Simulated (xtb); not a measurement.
# Run report: C₂H₃ClGaN, molecular dynamics (part 4 of 4)

Continued. System: C₂H₃ClGaN, multiplicity 3. Method: GFN2-xTB, GBSA solvent chcl3 (xtb 6.7.1). The geometry comes from this level: RDKit embedding + MMFF94.

**Trajectory as extended XYZ, continued**
```
8
Properties=species:S:1:pos:R:3 step=10 time_fs=200.0 energy=-391.07752
C    -1.3659   -0.4407    0.1424
Ga    0.3375    0.9601   -1.1693
Cl    0.0109    2.6772    0.0354
C     1.8253   -0.2288   -0.3890
N     2.8752   -0.3689    0.1080
H    -1.4849   -0.9038    1.1178
H    -2.2788    0.0600   -0.1642
H    -1.1170   -1.2578   -0.5249
8
Properties=species:S:1:pos:R:3 step=11 time_fs=220.0 energy=-391.06419
C    -1.3412   -0.5068    0.0649
Ga    0.3133    0.9634   -1.1463
Cl    0.0407    2.6627    0.0115
C     1.7662   -0.2231   -0.2662
N     2.8323   -0.3645    0.0436
H    -1.1514   -0.6560    1.1241
H    -2.1550    0.1293   -0.2683
H    -0.7518   -1.1008   -0.6239
8
Properties=species:S:1:pos:R:3 step=12 time_fs=240.0 energy=-391.27031
C    -1.1773   -0.5211   -0.0709
Ga    0.2851    0.9544   -1.1544
Cl    0.0562    2.7300    0.0373
C     1.7042   -0.2742   -0.1064
N     2.8765   -0.3837   -0.0009
H    -0.8750   -0.3174    0.9524
H    -2.1691   -0.1298   -0.2743
H    -1.2289   -1.5330   -0.4558
8
Properties=species:S:1:pos:R:3 step=13 time_fs=260.0 energy=-391.04804
C    -1.1460   -0.5980   -0.1696
Ga    0.2568    0.9332   -1.1645
Cl    0.0652    2.8210    0.0704
C     1.7308   -0.3143   -0.0086
N     2.8638   -0.4199   -0.0241
H    -0.6471   -0.2569    0.7331
H    -1.9840    0.0393   -0.4334
H    -1.0734   -1.6792   -0.1453
8
Properties=species:S:1:pos:R:3 step=14 time_fs=280.0 energy=-391.28516
C    -1.0930   -0.6101   -0.1093
Ga    0.2472    0.9252   -1.1632
Cl    0.0725    2.8740    0.0731
C     1.7464   -0.2823   -0.0681
N     2.8664   -0.4877    0.0045
H    -0.9743   -0.3075    0.9273
H    -2.0213   -0.2897   -0.5713
H    -0.9326   -1.6084   -0.4997
8
Properties=species:S:1:pos:R:3 step=15 time_fs=300.0 energy=-391.22221
C    -1.1608   -0.6280   -0.0674
Ga    0.2503    0.9467   -1.1376
Cl    0.0795    2.8677    0.0339
C     1.7709   -0.2100   -0.2205
N     2.8562   -0.5706    0.0634
H    -1.2910   -0.7801    1.0003
H    -2.0728   -0.4495   -0.6281
H    -0.4636   -1.3588   -0.4605
8
Properties=species:S:1:pos:R:3 step=16 time_fs=320.0 energy=-391.18874
C    -1.2100   -0.7687   -0.0591
Ga    0.2524    1.0022   -1.1016
Cl    0.0843    2.8257   -0.0261
C     1.8738   -0.1789   -0.3246
N     2.7979   -0.6331    0.1010
H    -1.3505   -0.6831    1.0147
H    -2.1305   -0.5640   -0.5966
H    -0.4214   -1.4363   -0.3864
8
Properties=species:S:1:pos:R:3 step=17 time_fs=340.0 energy=-391.07578
C    -1.2020   -0.8819   -0.0399
Ga    0.2507    1.0508   -1.0923
Cl    0.0808    2.8249   -0.0524
C     1.8993   -0.1784   -0.3681
N     2.8180   -0.7095    0.1384
H    -1.1429   -0.4289    0.9457
H    -2.0872   -0.8188   -0.6647
H    -0.8908   -1.9039   -0.2224
8
Properties=species:S:1:pos:R:3 step=18 time_fs=360.0 energy=-391.05212
C    -1.2164   -1.0451   -0.0445
Ga    0.2517    1.0527   -1.1221
Cl    0.0668    2.9094   -0.0182
C     1.8986   -0.2534   -0.3213
N     2.8197   -0.7473    0.1314
H    -0.9565   -0.3930    0.7846
H    -1.9539   -0.5646   -0.6795
H    -0.9179   -2.0624    0.1804
8
Properties=species:S:1:pos:R:3 step=19 time_fs=380.0 energy=-391.10407
C    -1.1357   -1.0671    0.0112
Ga    0.2667    1.0379   -1.1588
Cl    0.0497    3.0048    0.0266
C     1.8240   -0.3281   -0.2626
N     2.8125   -0.7663    0.1039
H    -0.9977   -0.4438    0.8901
H    -1.9575   -0.8876   -0.6747
H    -1.0805   -2.1484    0.0620
8
Properties=species:S:1:pos:R:3 step=20 time_fs=400.0 energy=-391.17533
C    -1.1249   -1.0840    0.0396
Ga    0.2877    1.0314   -1.1683
Cl    0.0374    3.0417    0.0358
C     1.7062   -0.3748   -0.2286
N     2.7754   -0.7721    0.0644
H    -1.1545   -0.6313    1.0266
H    -1.9005   -0.8282   -0.6753
H    -0.5905   -2.0259   -0.0060
8
Properties=species:S:1:pos:R:3 step=21 time_fs=420.0 energy=-391.11724
C    -1.0459   -1.0106    0.0215
Ga    0.3036    1.0416   -1.1378
Cl    0.0331    3.0016   -0.0032
C     1.6452   -0.3878   -0.2231
N     2.6665   -0.7660    0.0162
H    -1.2712   -0.8291    1.0686
H    -1.9927   -1.0394   -0.5083
H    -0.2058   -1.6670   -0.1737
8
Properties=species:S:1:pos:R:3 step=22 time_fs=440.0 energy=-391.09568
C    -0.9981   -0.9286    0.0130
Ga    0.3002    1.0667   -1.0838
Cl    0.0343    2.9117   -0.0710
C     1.5988   -0.3072   -0.2483
N     2.6322   -0.8113   -0.0027
H    -1.0576   -0.7352    1.0802
H    -1.8170   -1.1033   -0.6776
H    -0.2680   -1.6367   -0.3615
8
Properties=species:S:1:pos:R:3 step=23 time_fs=460.0 energy=-391.11992
C    -0.9015   -0.9050   -0.1243
Ga    0.2757    1.0749   -1.0498
Cl    0.0286    2.8637   -0.1099
C     1.6822   -0.2449   -0.2062
N     2.6210   -0.8712   -0.0231
H    -0.9327   -0.5453    0.9002
H    -1.8627   -0.5992   -0.5250
H    -0.3931   -1.8622   -0.1149
8
Properties=species:S:1:pos:R:3 step=24 time_fs=480.0 energy=-391.15473
C    -0.8404   -0.8114   -0.1250
Ga    0.2521    1.0308   -1.0654
Cl    0.0045    2.9275   -0.0788
C     1.7745   -0.2348   -0.1106
N     2.6633   -0.9384   -0.0450
H    -0.6612   -0.3604    0.8469
H    -1.7060   -0.5148   -0.7089
H    -0.7905   -1.8794   -0.3027
```

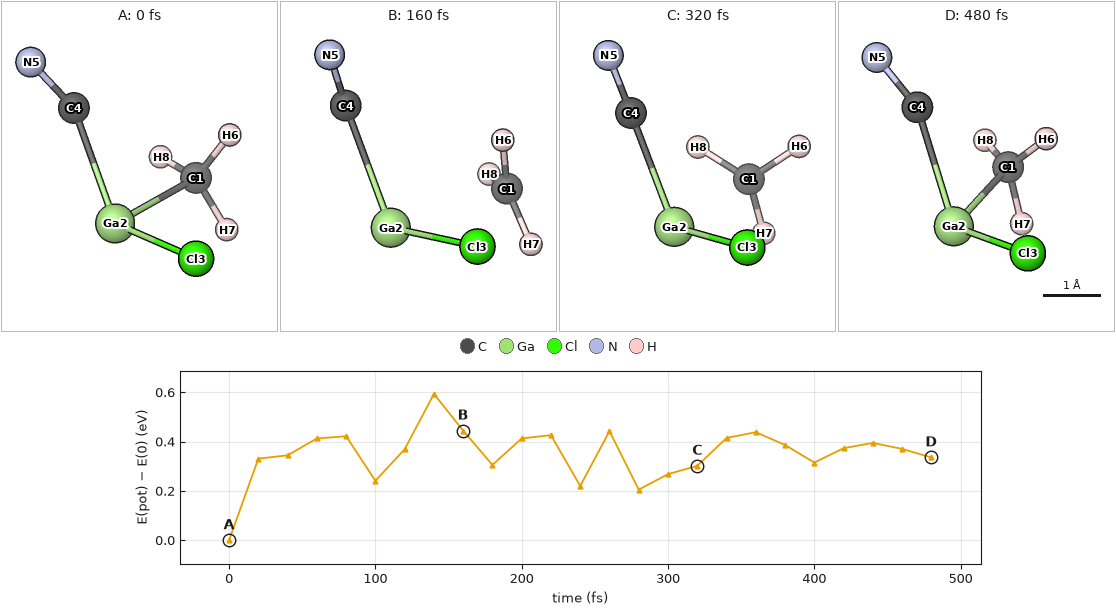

*Frames of the molecular dynamics (ball-and-stick, seen at a tilt) above the curves, on which the letters mark them.*

The trajectory kept here has 25 frames over 480 fs. The potential energy ends 0.336 eV above its first value. After an unweighted best fit of the last frame on the first, the root-mean-square displacement is 0.30 Å.

This output came from the following input.

**Input file**
```python
from pathlib import Path
import subprocess as sp
from rdkit import Chem
from rdkit.Chem import AllChem

smiles = "[CH3][Ga]([Cl])[C]#N"
mol = Chem.AddHs(Chem.MolFromSmiles(smiles))
params = AllChem.ETKDGv3()
params.randomSeed = 540
AllChem.EmbedMolecule(mol, params)
AllChem.MMFFOptimizeMolecule(mol)
Path("conf.xyz").write_text(Chem.MolToXYZBlock(mol))

cmd = ["xtb", "conf.xyz", "-u", "2", "--gbsa", "chcl3", "--input", "input.inp", "--omd", "--gfn", "2", "-P", "1"]
with open("xtb.out", "w") as log:
    sp.run(cmd, stdout=log, stderr=sp.DEVNULL)
print(open("xtb.out").read())
```

**File input.inp**
```
$md
   temp=350
   time=0.5
   step=2
   dump=20
   hmass=2
   shake=1
   nvt=false
$end
```

**File conf.xyz**
```
8

C     -1.210675   -0.470326   -0.026304
Ga     0.247222    0.505045   -0.530772
Cl    -0.111069    2.903769   -0.085810
C      2.246834   -0.278495   -0.428058
N      3.324194   -0.682017   -0.363071
H     -1.277115   -0.308916    1.086324
H     -2.114736   -0.116362   -0.548742
H     -1.104654   -1.552699   -0.252208
```

Command:
```bash
python job.py
```

**Summary**

| quantity | value |
| --- | --- |
| outcome | finished |
| trajectory | 25 frames kept, 480 fs |
| electrons treated | 26 |
| potential energy (a single point apart from the frames shown) | −14.387016 hartree |
| dispersion energy (a single point apart from the frames shown) | −0.004904 hartree |
| solvation energy (a single point apart from the frames shown) | −0.015962 hartree |
| basis functions (a single point apart from the frames shown) | 35 |
| hardware | 1 thread of Arm Neoverse V1, 24 GiB of memory available, shared host |
| wall time | 1.5 s |
| peak memory | 0.08 GiB |

So short a trajectory is not equilibrated.
